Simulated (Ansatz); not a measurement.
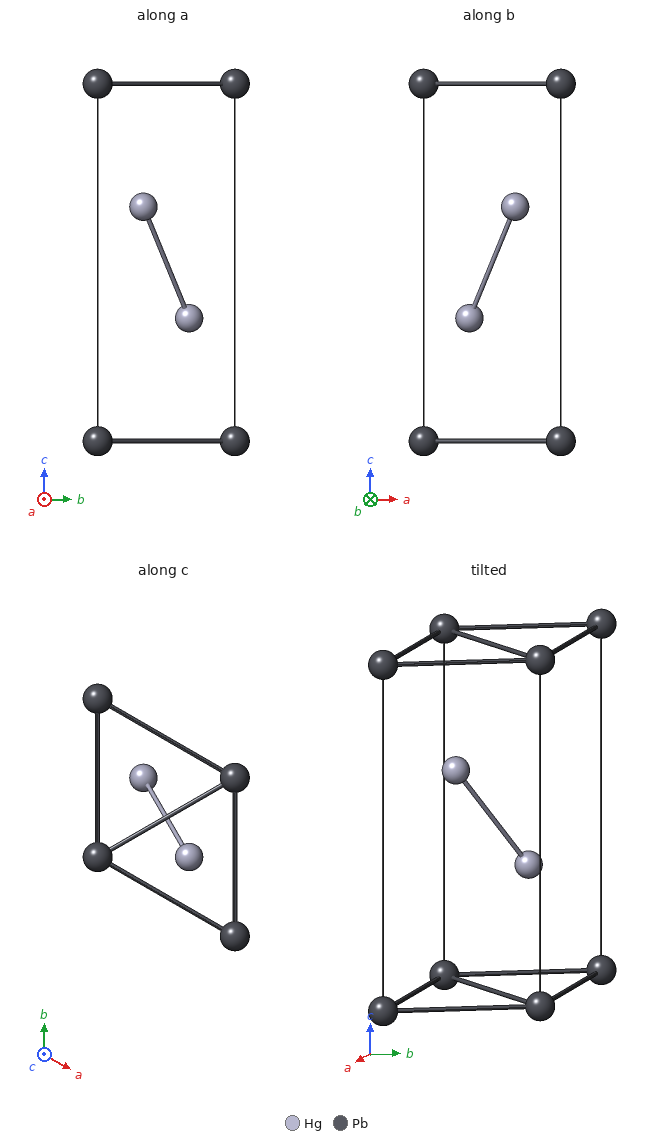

View along the a axis, along the b axis, along the c axis and slightly off an axis, drawn as a ball-and-stick model. The edges of the conventional unit cell are marked.

Lattice parameters: a = 3.525 Å, b = 3.525 Å, c = 7.958 Å, α = 90.00°, β = 90.00°, γ = 120.00°. Put a along x and b in the xy plane.

**Give the structure in the form of a POSCAR file, with free fractional coordinates to two decimals.**

```
Hg Pb
1.0
     3.525    0.000    0.000
    -1.763    3.053    0.000
     0.000    0.000    7.958
Hg Pb
2 1
Direct
  0.3333 0.6667 0.34
  0.6667 0.3333 0.66
  0.00 0.00 0.00
```

Origin of the cell: a structure type filled with these elements by a generator (whether the compound takes this form wasn't checked). Earlier steps of the study may have refined or changed the cell and positions. It was set up as input for a calculation with Ansatz.
